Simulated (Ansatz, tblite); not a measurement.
# Ge(NH2)Me3 (C3H11GeN): one state, many levels

Aim: run the singlet of Ge(NH2)Me3 (C3H11GeN) at one geometry on many levels, and compare frontier levels, spin and run time.

Computed with Ansatz 0.2.0, Gaussian basis. Level: as each input shows.

The runs, in order: GFN1-xTB, GFN2-xTB, PBE-D4/def2-TZVP, r2SCAN-D4/def2-TZVP, B2PLYP/def2-TZVP, B3LYP-D4/def2-TZVP, PBE-QIDH/def2-TZVP, PBE-D4/def2-SVP, PBE0-D4/def2-SVP, CCSD(T)/def2-SVP, MP2/def2-TZVP.

2 further runs of the same task are left out: 2 set aside as unsound or not needed. Runs told in other sessions of the task aren't counted.

### Step 1. The structure

The singlet was relaxed beforehand with PBE-D4/def2-SVP.

16 atoms, charge 0, spin multiplicity 1.

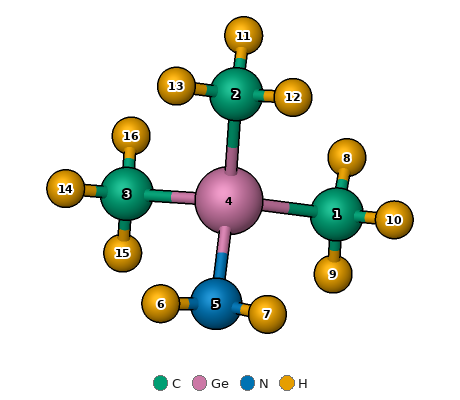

The geometry (carbon teal, germanium pink, nitrogen blue, hydrogen amber); atoms are numbered from 1 in the order of the file.

PBE0-D4/def2-TZVP was run before; its log isn't repeated, and its numbers join the tables.

### Step 2. GFN1-xTB

Tight binding, by tblite at 300 K electronic temperature and without a spin-polarisation term:

```python
tblite.interface.Calculator('GFN1-xTB', numbers, positions, charge=0, uhf=0).singlepoint()
```

Energy -466.2323 eV, HOMO -10.87 eV, LUMO -4.32 eV; 0.006 s.

### Step 3. GFN2-xTB

Tight binding, by tblite at 300 K electronic temperature and without a spin-polarisation term:

```python
tblite.interface.Calculator('GFN2-xTB', numbers, positions, charge=0, uhf=0).singlepoint()
```

Energy -458.6856 eV, HOMO -10.10 eV, LUMO -2.51 eV; 0.004 s.

### Step 4. PBE-D4/def2-TZVP

start.molden holds the orbitals of an earlier run on this state, given as this run's starting guess.

The input, in.yaml:

```yaml
crystal:
  periodic: [false, false, false]
  atoms:
    - {symbol: C, position_ang: [1.875965, -0.015144, -0.494634]}
    - {symbol: C, position_ang: [-0.914774, 1.605659, -0.470037]}
    - {symbol: C, position_ang: [-0.938184, -1.621420, -0.507441]}
    - {symbol: Ge, position_ang: [0.016380, -0.030614, 0.140329]}
    - {symbol: N, position_ang: [0.110334, -0.209216, 1.999519]}
    - {symbol: H, position_ang: [-0.819517, -0.238521, 2.436906]}
    - {symbol: H, position_ang: [0.613774, 0.570294, 2.441832]}
    - {symbol: H, position_ang: [1.909340, 0.017557, -1.601890]}
    - {symbol: H, position_ang: [2.402337, -0.926640, -0.150019]}
    - {symbol: H, position_ang: [2.420134, 0.870188, -0.108575]}
    - {symbol: H, position_ang: [-0.936495, 1.649298, -1.578316]}
    - {symbol: H, position_ang: [-0.399518, 2.514123, -0.098406]}
    - {symbol: H, position_ang: [-1.960626, 1.624338, -0.102937]}
    - {symbol: H, position_ang: [-1.975536, -1.648279, -0.117360]}
    - {symbol: H, position_ang: [-0.415849, -2.539507, -0.174387]}
    - {symbol: H, position_ang: [-0.987757, -1.622115, -1.614575]}
basis:
  gaussian: {orbitals: def2-TZVP, initial_orbitals: start.molden}
hamiltonian: {xc: pbe, dispersion: d4}
scf: {omitted_lower_state_checks: [starts]}
output: {forces: true, orbitals: {seedname: orbitals}}
```

On the command line:

```bash
$ ansatz run in.yaml --threads 4 --pin off --events-out ev --progress --plain --max-ram 4787MiB
```

The log of the run, cut to the lines that bear on the results:

```text
Functional definition: PBE
  name "PBE"
  cite "Perdew, Burke & Ernzerhof, Phys. Rev. Lett. 77, 3865 (1996) doi:10.1103/PhysRevLett.77.3865"
  parent pbe
[...]
1537 factors; their error is unknown
[...]
mean field -61286.47841506 eV, -2252.2365402864 hartree, gradient 1.9e-5 eV, S^2 0.000000; 0 other end points of the search recorded, 0 dependent functions left out
[...]
reference -61286.47846330 eV, -2252.2365420591 hartree; 34, 34 occupied and 204, 204 virtual orbitals, 1537 factors
Total energy: -61286.80241224 eV, -2252.2484469631 hartree
Atom 0 at     1.875965    -0.015144    -0.494634 Å, force     0.311498     0.014911    -0.081160 eV/Å
Atom 1 at    -0.914774     1.605659    -0.470037 Å, force    -0.151040     0.264539    -0.085299 eV/Å
Atom 2 at    -0.938184    -1.621420    -0.507441 Å, force    -0.170706    -0.260025    -0.083066 eV/Å
Atom 3 at     0.016380    -0.030614     0.140329 Å, force     0.002707    -0.002961    -0.157550 eV/Å
Atom 4 at     0.110334    -0.209216     1.999519 Å, force    -0.111027     0.193091     0.305544 eV/Å
Atom 5 at    -0.819517    -0.238521     2.436906 Å, force     0.214131    -0.005781    -0.103902 eV/Å
Atom 6 at     0.613774     0.570294     2.441832 Å, force    -0.104991    -0.184754    -0.104493 eV/Å
Atom 7 at     1.909340     0.017557    -1.601890 Å, force    -0.011280    -0.010822     0.299166 eV/Å
Atom 8 at     2.402337    -0.926640    -0.150019 Å, force    -0.141552     0.248089    -0.095947 eV/Å
Atom 9 at     2.420134     0.870188    -0.108575 Å, force    -0.146685    -0.239203    -0.103430 eV/Å
Atom 10 at    -0.936495     1.649298    -1.578316 Å, force     0.007201    -0.013774     0.299284 eV/Å
Atom 11 at    -0.399518     2.514123    -0.098406 Å, force    -0.137690    -0.250630    -0.096156 eV/Å
Atom 12 at    -1.960626     1.624338    -0.102937 Å, force     0.286260    -0.009263    -0.094999 eV/Å
Atom 13 at    -1.975536    -1.648279    -0.117360 Å, force     0.280095     0.007269    -0.104788 eV/Å
Atom 14 at    -0.415849    -2.539507    -0.174387 Å, force    -0.143561     0.248548    -0.092289 eV/Å
Atom 15 at    -0.987757    -1.622115    -1.614575 Å, force     0.016639     0.000765     0.299085 eV/Å
Dipole moment:    -0.107666     0.191273    -0.045887 e Å
Checks for a lower state left out: starts
```

It took 2.6 s on 4 threads of Arm Neoverse V2, shared host.

From the report: HOMO -5.52 eV, LUMO -0.14 eV.

### Step 5. r2SCAN-D4/def2-TZVP

Changes to in.yaml since step 4:

```diff
@@ -21,4 +21,4 @@
   gaussian: {orbitals: def2-TZVP, initial_orbitals: start.molden}
-hamiltonian: {xc: pbe, dispersion: d4}
+hamiltonian: {xc: r2scan, dispersion: d4}
 scf: {omitted_lower_state_checks: [starts]}
-output: {forces: true, orbitals: {seedname: orbitals}}
+output: {orbitals: {seedname: orbitals}}
```

Launched as before.

The log of the run:

```text
Functional definition: r2SCAN
  name "r2SCAN"
  cite "Furness, Kaplan, Ning, Perdew & Sun, J. Phys. Chem. Lett. 11, 8208 (2020) doi:10.1021/acs.jpclett.0c02405"
  cite "Furness, Kaplan, Ning, Perdew & Sun, J. Phys. Chem. Lett. 11, 9248 (2020) doi:10.1021/acs.jpclett.0c03077"
  parent r2scan
  parameter k0 = 0.174
  parameter k1 = 0.065
  parameter a1 = 4.9479
  exchange = r2scan_x(k0 = k0, k1 = k1, a1 = a1)
  correlation = r2scan_c
these checks for a lower state are left out or cut short: starts
1537 factors; their error is unknown
mean field evaluation 1: about -61298.5953 eV, gradient 6.9e0 eV
mean field evaluation 2: about -61298.6398 eV, gradient 5.1e-2 eV
mean field evaluation 4: about -61298.6024 eV, gradient 2.5e-4 eV
mean field -61298.60241060 eV, -2252.6820889047 hartree, gradient 1.5e-5 eV, S^2 0.000000; 0 other end points of the search recorded, 0 dependent functions left out
reference -61298.60242458 eV, -2252.6820894183 hartree; 34, 34 occupied and 204, 204 virtual orbitals, 1537 factors
Total energy: -61298.68865768 eV, -2252.6852584261 hartree
Checks for a lower state left out: starts
```

It took 4.5 s on 4 threads of Arm Neoverse V2, shared host.

HOMO -5.82 eV, LUMO 0.55 eV.

### Step 6. B2PLYP/def2-TZVP

Changes to in.yaml since step 5:

```diff
@@ -21,4 +21,3 @@
   gaussian: {orbitals: def2-TZVP, initial_orbitals: start.molden}
-hamiltonian: {xc: r2scan, dispersion: d4}
+hamiltonian: {xc: {name: B2PLYP}}
 scf: {omitted_lower_state_checks: [starts]}
-output: {orbitals: {seedname: orbitals}}
```

Same command.

The log of the run, cut to the lines that bear on the results:

```text
Functional definition: B2PLYP
  name "B2PLYP"
  cite "Grimme, J. Chem. Phys. 124, 034108 (2006) doi:10.1063/1.2148954"
  cite "Becke, Phys. Rev. A 38, 3098 (1988) doi:10.1103/PhysRevA.38.3098"
  cite "Lee, Yang & Parr, Phys. Rev. B 37, 785 (1988) doi:10.1103/PhysRevB.37.785"
[...]
1668 factors; integrals over basis functions are off by at most 1.3e-3 eV
[...]
mean field -61278.21490702 eV, -2251.9328619669 hartree, gradient 5.0e-7 eV, S^2 0.000000; 0 other end points of the search recorded, 0 dependent functions left out
13 core orbitals not correlated: weight in the atoms' cores, before any rotation towards them, 1.000 or more for the frozen orbitals, at most 0.000 for the correlated occupied ones
reference -61278.21510588 eV, -2251.9328692751 hartree; 21, 21 occupied and 204, 204 virtual orbitals, 1668 factors
second order -32.78145422 eV of doubles, -0.00000000 eV of singles
Total energy: -61287.06609852 eV, -2252.2581372552 hartree
Checks for a lower state left out: starts
```

Run time: 6 s. Hardware: 4 threads of Arm Neoverse V2, shared host; peak memory 0.69 GiB.

### Step 7. B3LYP-D4/def2-TZVP

Changes to in.yaml since step 6:

```diff
@@ -21,3 +21,4 @@
   gaussian: {orbitals: def2-TZVP, initial_orbitals: start.molden}
-hamiltonian: {xc: {name: B2PLYP}}
+hamiltonian: {xc: {name: B3LYP}, dispersion: d4}
 scf: {omitted_lower_state_checks: [starts]}
+output: {orbitals: {seedname: orbitals}}
```

The command is unchanged.

The log of the run, cut to the lines that bear on the results:

```text
Functional definition: B3LYP
  name "B3LYP"
  cite "Stephens, Devlin, Chabalowski & Frisch, J. Phys. Chem. 98, 11623 (1994) doi:10.1021/j100096a001"
  cite "Becke, Phys. Rev. A 38, 3098 (1988) doi:10.1103/PhysRevA.38.3098"
  cite "Lee, Yang & Parr, Phys. Rev. B 37, 785 (1988) doi:10.1103/PhysRevB.37.785"
  cite "Vosko, Wilk & Nusair, Can. J. Phys. 58, 1200 (1980) doi:10.1139/p80-159"
[...]
1568 factors; their error is unknown
[...]
mean field -61303.34448334 eV, -2252.8563568633 hartree, gradient 1.4e-5 eV, S^2 0.000000; 0 other end points of the search recorded, 0 dependent functions left out
reference -61303.34479854 eV, -2252.8563684467 hartree; 34, 34 occupied and 204, 204 virtual orbitals, 1568 factors
Total energy: -61303.85940528 eV, -2252.8752798958 hartree
Checks for a lower state left out: starts
```

Wall time 3.9 s (4 threads of Arm Neoverse V2, shared host); peak memory 0.72 GiB.

HOMO -6.69 eV, LUMO 0.30 eV.

### Step 8. PBE-QIDH/def2-TZVP

Changes to in.yaml since step 7:

```diff
@@ -21,4 +21,3 @@
   gaussian: {orbitals: def2-TZVP, initial_orbitals: start.molden}
-hamiltonian: {xc: {name: B3LYP}, dispersion: d4}
+hamiltonian: {xc: {name: PBE-QIDH}}
 scf: {omitted_lower_state_checks: [starts]}
-output: {orbitals: {seedname: orbitals}}
```

Same command.

The log of the run, cut to the lines that bear on the results:

```text
Functional definition: PBE-QIDH
  name "PBE-QIDH"
  cite "Brémond, Sancho-García, Pérez-Jiménez & Adamo, J. Chem. Phys. 141, 031101 (2014) doi:10.1063/1.4890314"
  cite "Perdew, Burke & Ernzerhof, Phys. Rev. Lett. 77, 3865 (1996) doi:10.1103/PhysRevLett.77.3865"
[...]
1668 factors; integrals over basis functions are off by at most 1.3e-3 eV
[...]
mean field -61268.97295671 eV, -2251.5932265577 hartree, gradient 1.4e-6 eV, S^2 0.000000; 0 other end points of the search recorded, 0 dependent functions left out
13 core orbitals not correlated: weight in the atoms' cores, before any rotation towards them, 1.000 or more for the frozen orbitals, at most 0.000 for the correlated occupied ones
reference -61268.97297110 eV, -2251.5932270864 hartree; 21, 21 occupied and 204, 204 virtual orbitals, 1668 factors
second order -30.39175101 eV of doubles, -0.00000000 eV of singles
Total energy: -61279.10355477 eV, -2251.9655191695 hartree
Checks for a lower state left out: starts
```

Wall time 7 s (4 threads of Arm Neoverse V2, shared host); peak memory 0.68 GiB.

### Step 9. PBE-D4/def2-SVP

Changes to in.yaml since step 8:

```diff
@@ -20,4 +20,5 @@
 basis:
-  gaussian: {orbitals: def2-TZVP, initial_orbitals: start.molden}
-hamiltonian: {xc: {name: PBE-QIDH}}
+  gaussian: {orbitals: def2-SVP, initial_orbitals: start.molden}
+hamiltonian: {xc: pbe, dispersion: d4}
 scf: {omitted_lower_state_checks: [starts]}
+output: {orbitals: {seedname: orbitals}}
```

Launched as before.

The log of the run:

```text
Functional definition: PBE
  name "PBE"
  cite "Perdew, Burke & Ernzerhof, Phys. Rev. Lett. 77, 3865 (1996) doi:10.1103/PhysRevLett.77.3865"
  parent pbe
  parameter kappa = 0.804
  parameter beta = 0.06672455060314922
  exchange = pbe_x(kappa = kappa, mu = beta*pi^2/3)
  correlation = pbe_c(beta = beta)
these checks for a lower state are left out or cut short: starts
1635 factors; their error is unknown
mean field evaluation 1: about -61273.5931 eV, gradient 1.1e1 eV
mean field evaluation 2: about -61273.8719 eV, gradient 2.0e-1 eV
mean field evaluation 4: about -61273.7906 eV, gradient 2.3e-4 eV
mean field -61273.79062854 eV, -2251.7702727320 hartree, gradient 2.7e-5 eV, S^2 0.000000; 0 other end points of the search recorded, 0 dependent functions left out
reference -61273.79066928 eV, -2251.7702742290 hartree; 34, 34 occupied and 109, 109 virtual orbitals, 1635 factors
Total energy: -61274.11461822 eV, -2251.7821791330 hartree
Checks for a lower state left out: starts
```

Wall time 1.5 s (4 threads of Arm Neoverse V2, shared host).

HOMO -5.21 eV, LUMO 0.44 eV.

### Step 10. PBE0-D4/def2-SVP

Changes to in.yaml since step 9:

```diff
@@ -21,3 +21,3 @@
   gaussian: {orbitals: def2-SVP, initial_orbitals: start.molden}
-hamiltonian: {xc: pbe, dispersion: d4}
+hamiltonian: {xc: pbe0, dispersion: d4}
 scf: {omitted_lower_state_checks: [starts]}
```

The command is unchanged.

The log of the run:

```text
Functional definition: PBE0
  name "PBE0"
  cite "Adamo & Barone, J. Chem. Phys. 110, 6158 (1999) doi:10.1063/1.478522"
  cite "Perdew, Burke & Ernzerhof, Phys. Rev. Lett. 77, 3865 (1996) doi:10.1103/PhysRevLett.77.3865"
  parent pbe
  parameter a = 0.25
  parameter kappa = 0.804
  parameter beta = 0.06672455060314922
  exchange = (1 - a)*pbe_x(kappa = kappa, mu = beta*pi^2/3) + a*exact_x
  correlation = pbe_c(beta = beta)
these checks for a lower state are left out or cut short: starts
1674 factors; their error is unknown
mean field evaluation 1: about -61275.9998 eV, gradient 8.1e0 eV
mean field evaluation 2: about -61276.1718 eV, gradient 1.3e-1 eV
mean field evaluation 4: about -61276.2968 eV, gradient 1.5e-4 eV
mean field -61276.29682373 eV, -2251.8623737063 hartree, gradient 1.5e-5 eV, S^2 0.000000; 0 other end points of the search recorded, 0 dependent functions left out
reference -61276.29685568 eV, -2251.8623748804 hartree; 34, 34 occupied and 109, 109 virtual orbitals, 1674 factors
Total energy: -61276.57417246 eV, -2251.8725660843 hartree
Checks for a lower state left out: starts
```

It took 2.1 s on 4 threads of Arm Neoverse V2, shared host.

Report: HOMO -6.71 eV, LUMO 1.28 eV.

### Step 11. CCSD(T)/def2-SVP

Changes to in.yaml since step 10:

```diff
@@ -21,3 +21,3 @@
   gaussian: {orbitals: def2-SVP, initial_orbitals: start.molden}
-hamiltonian: {xc: pbe0, dispersion: d4}
+correlation: {method: ccsd_t}
 scf: {omitted_lower_state_checks: [starts]}
```

The command is unchanged.

The log of the run, cut to the lines that bear on the results:

```text
Functional definition: HF
  name "HF"
  cite "Fock, Z. Phys. 61, 126 (1930) doi:10.1007/BF01340294"
  parent pbe
[...]
1472 factors; integrals over basis functions are off by at most 1.2e-3 eV
[...]
mean field -61211.00588146 eV, -2249.4629758339 hartree, gradient 3.2e-6 eV, S^2 0.000000; 0 other end points of the search recorded, 0 dependent functions left out
13 core orbitals not correlated: weight in the atoms' cores, before any rotation towards them, 1.000 or more for the frozen orbitals, at most 0.000 for the correlated occupied ones
reference -61211.00588146 eV, -2249.4629758339 hartree; 21, 21 occupied and 109, 109 virtual orbitals, 1472 factors
second order -23.09596226 eV of doubles, -0.00000000 eV of singles
cycle   1  -23.88117294 eV  change   -7.9e-1 eV  update   9.9e-2
[...]
cycle   8  -24.62516672 eV  change   -8.3e-6 eV  update   5.0e-5
perturbative correction -0.71179667 eV, -0.0261580452 hartree
Total energy: -61236.34284485 eV, -2250.3940920644 hartree
Checks for a lower state left out: starts
```

It took 29 s on 4 threads of Arm Neoverse V2, shared host; peak memory 1.2 GiB.

From the report: Hartree-Fock HOMO -10.27 eV, LUMO 4.06 eV; T1 0.009.

### Step 12. MP2/def2-TZVP

Changes to in.yaml since step 11:

```diff
@@ -20,4 +20,4 @@
 basis:
-  gaussian: {orbitals: def2-SVP, initial_orbitals: start.molden}
-correlation: {method: ccsd_t}
+  gaussian: {orbitals: def2-TZVP, initial_orbitals: start.molden}
+correlation: {method: mp2}
 scf: {omitted_lower_state_checks: [starts]}
```

Launched as before.

The log of the run:

```text
Functional definition: HF
  name "HF"
  cite "Fock, Z. Phys. 61, 126 (1930) doi:10.1007/BF01340294"
  parent pbe
  exchange = exact_x
  correlation = 0
these checks for a lower state are left out or cut short: starts
1668 factors; integrals over basis functions are off by at most 1.3e-3 eV
mean field evaluation 1: about -61222.4737 eV, gradient 3.2e1 eV
mean field evaluation 2: about -61223.3548 eV, gradient 9.5e-1 eV
mean field evaluation 4: about -61223.5467 eV, gradient 5.8e-3 eV
mean field evaluation 8: about -61223.5467 eV, gradient 1.1e-6 eV
mean field -61223.54668314 eV, -2249.9238417950 hartree, gradient 1.6e-6 eV, S^2 0.000000; 0 other end points of the search recorded, 0 dependent functions left out
13 core orbitals not correlated: weight in the atoms' cores, before any rotation towards them, 1.000 or more for the frozen orbitals, at most 0.000 for the correlated occupied ones
reference -61223.54668314 eV, -2249.9238417950 hartree; 21, 21 occupied and 204, 204 virtual orbitals, 1668 factors
second order -26.98064112 eV of doubles, -0.00000000 eV of singles
Total energy: -61250.52732426 eV, -2250.9153620679 hartree
Checks for a lower state left out: starts
```

Run time: 3.8 s. Hardware: 4 threads of Arm Neoverse V2, shared host; peak memory 0.64 GiB.

From the report: Hartree-Fock HOMO -10.32 eV, LUMO 3.10 eV.

### Step 13. Levels side by side

| level | functions | HOMO (eV) | LUMO (eV) | gap (eV) | time |
| --- | --- | --- | --- | --- | --- |
| PBE-D4/def2-SVP | 143 | -5.21 | 0.44 | 5.65 | 1.5 s |
| PBE-D4/def2-TZVP | 238 | -5.52 | -0.14 | 5.38 | 2.6 s |
| r2SCAN-D4/def2-TZVP | 238 | -5.82 | 0.55 | 6.37 | 4.5 s |
| B3LYP-D4/def2-TZVP | 238 | -6.69 | 0.30 | 6.99 | 3.9 s |
| PBE0-D4/def2-SVP | 143 | -6.71 | 1.28 | 7.99 | 2.1 s |
| PBE0-D4/def2-TZVP | 238 | -6.93 | 0.64 | 7.57 | 3.4 s |

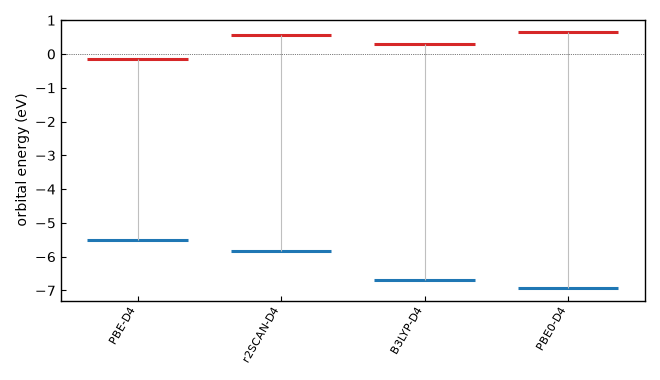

Highest filled (blue) and lowest empty (red) level in def2-TZVP.

Energy pieces by basis (eV):

| basis | HF | MP2 correlation | CCSD correlation | (T) | total |
| --- | --- | --- | --- | --- | --- |
| def2-SVP | -61211.0059 | -23.0960 | -24.6252 | -0.7118 | -61236.3428 |
| def2-TZVP | -61223.5467 | -26.9806 |  |  | -61250.5273 (MP2) |

The correlation energy is far from converged in these sets, so it jumps between bases; where outer-core shells are correlated, the sets cover them unevenly.

### Step 14. Binding energy

Free atoms were run apart at each level; binding is atoms less cluster, divided by the number of atoms, without zero-point or spin-orbit terms.

Differences are taken before rounding.

| method | binding an atom (eV) | from CCSD(T)/def2-SVP (eV) | time |
| --- | --- | --- | --- |
| HF/def2-SVP | 2.790 | -0.773 |  |
| HF/def2-TZVP | 2.763 | -0.800 |  |
| PBE-D4/def2-SVP | 3.803 | +0.240 | 1.5 s |
| PBE-D4/def2-TZVP | 3.794 | +0.231 | 2.6 s |
| r2SCAN-D4/def2-TZVP | 3.747 | +0.184 | 4.5 s |
| B3LYP-D4/def2-TZVP | 3.748 | +0.185 | 3.9 s |
| PBE0-D4/def2-SVP | 3.764 | +0.201 | 2.1 s |
| PBE0-D4/def2-TZVP | 3.750 | +0.187 | 3.4 s |
| MP2/def2-SVP | 3.568 | +0.005 |  |
| MP2/def2-TZVP | 3.641 | +0.078 | 3.8 s |
| CCSD/def2-SVP | 3.533 | -0.031 |  |
| CCSD(T)/def2-SVP | 3.563 | 0 | 29 s |

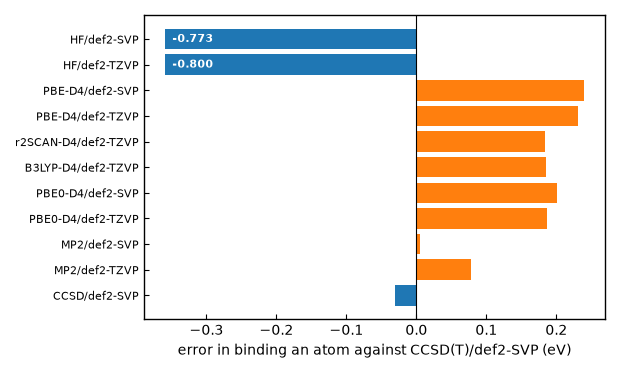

Error of each method against CCSD(T)/def2-SVP. Bars with a number in them are cut short.

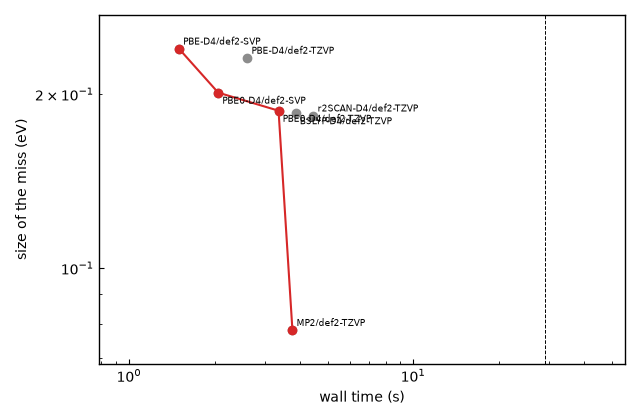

Accuracy for the time spent; red marks the levels that beat every quicker one drawn (of those quicker than the yardstick), and the dashed line is the time of CCSD(T)/def2-SVP. Times are from a shared host.

### Step 15. Summary of results

| quantity | value |
| --- | --- |
| gap in def2-TZVP, named functionals, smallest and largest | 5.38 eV (PBE-D4), 7.57 eV (PBE0-D4) |
| correlation energy, CCSD(T)/def2-SVP | -25.34 eV |
| correlation energy, MP2/def2-TZVP | -26.98 eV |
| binding an atom, CCSD(T)/def2-SVP | 3.563 eV |
| PBE0 total energy, smallest basis above largest | 12.49 eV (def2-SVP, def2-TZVP) |

Over the named functionals in def2-TZVP the gap runs from 5.38 eV (PBE-D4) to 7.57 eV (PBE0-D4); exact exchange widens it. The functionals in def2-TZVP miss CCSD(T)/def2-SVP by +0.184 (r2SCAN-D4) to +0.231 eV (PBE-D4) an atom. The yardstick is in a double-zeta basis, so levels in larger sets aren't compared like for like. CCSD(T)/def2-SVP isn't at the basis-set limit; small misses against it rank nothing.

MP2/def2-TZVP reaches 0.078 eV from the reference in 3.8 s, where CCSD(T)/def2-SVP took 29 s; the quickest level in the cost chart, PBE-D4/def2-SVP, takes 1.5 s and misses by 0.240 eV. The slowest run with a step of its own, CCSD(T)/def2-SVP, took 29 s; the quickest functional in def2-TZVP took 2.6 s (shared host).
